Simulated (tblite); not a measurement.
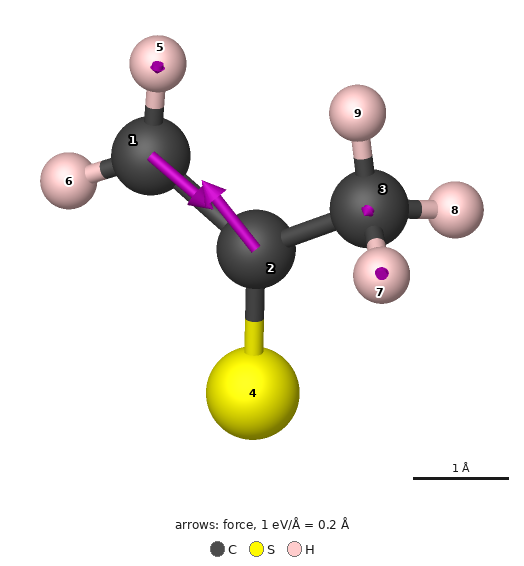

Starting geometry of C₃H₅S (multiplicity 2) with the computed forces as purple arrows. Style: ball-and-stick. Shown at a tilt.

Method: tblite 0.8.0, GFN2-xTB geometry optimisation, gas phase. 

### What follows when this structure is relaxed?

It isn't relaxed: the largest force vector, on C2, is 4.64 eV/Å. The final displacements follow the starting forces only in part (cosine between the two patterns 0.66). The atom that moves furthest after the best rigid fit is C2 (0.11 Å). By element the largest moves are C 0.11 Å, H 0.07 Å, S 0.06 Å. Near-neighbour distances that change, for instance: C1–C2 1.490 → 1.341 Å, C2–S4 1.677 → 1.728 Å, C3–H7 1.107 → 1.089 Å, C2–C3 1.509 → 1.495 Å. Among the angles between lasting bonds that change: C1–C2–C3 117.0° → 123.6°, C3–C2–S4 120.4° → 116.3°, H5–C1–H6 121.2° → 117.3°. Over 20 geometry steps the energy falls by 0.448 eV. The run took 0.07 s on 1 thread of Arm Neoverse V1 (shared host).
